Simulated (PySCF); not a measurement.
```xyz
12

C    -2.3179   -0.4227    0.1452
O    -0.9196   -0.6765    0.1742
C    -0.1218    0.3938    0.2976
O    -0.5307    1.5353    0.3910
Si    1.6794   -0.0609    0.6361
O     2.2349   -1.4295   -0.0089
O     2.6899    1.1307    0.1576
H    -2.6066    0.1885    1.0027
H    -2.8057   -1.3932    0.1814
H    -2.5882    0.1068   -0.7709
H     2.8282   -1.4191   -0.7627
H     2.4594    2.0462    0.2954
```

Geometry: GFN2-xTB.

Level of theory: UKS B3LYP, pcH-1 on C H O Si, non-relativistic, mean-field spin-orbit, GIAO in PySCF.

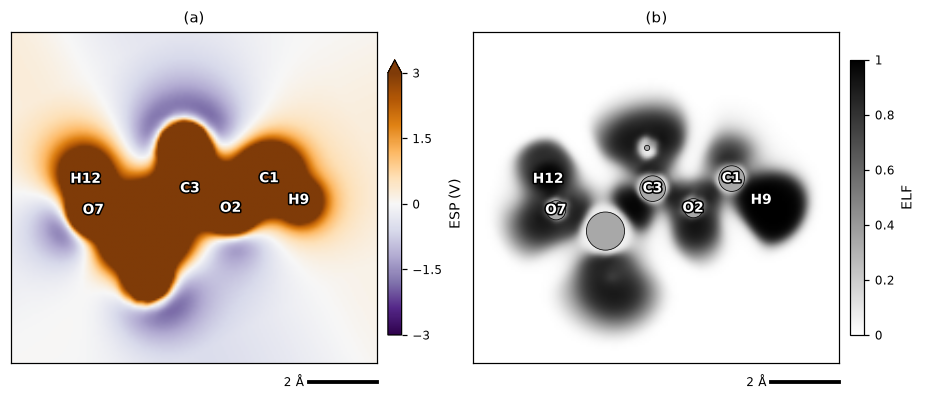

C₂H₅O₄Si (SMILES COC(=O)[Si](O)O) (doublet). (a) electrostatic potential; (b) electron localisation function on the plane of atoms O2, C1 and H9. Grey discs cover the atomic cores in the ELF map.

Read the bonding off the picture.

Atoms in the plane: C, O and H. O–H (0.95 Å): the ELF climbs to about 1 towards the hydrogen, as it does in any bond to H; a covalent bond by its length. C–O (1.34 Å): the ELF peaks at about 0.85 between the atoms, as expected for a shared but strongly polarised pair. C–H (1.09 Å): the ELF climbs to about 1 towards the hydrogen (a covalent bond by its length). The ELF also peaks beside O6, O2, O7 and O4, away from the bonds: non-bonding electrons, paired or unpaired. Outside the dense part of the molecule the potential is most negative (−1.8 V) near O6, which lies off the plane.
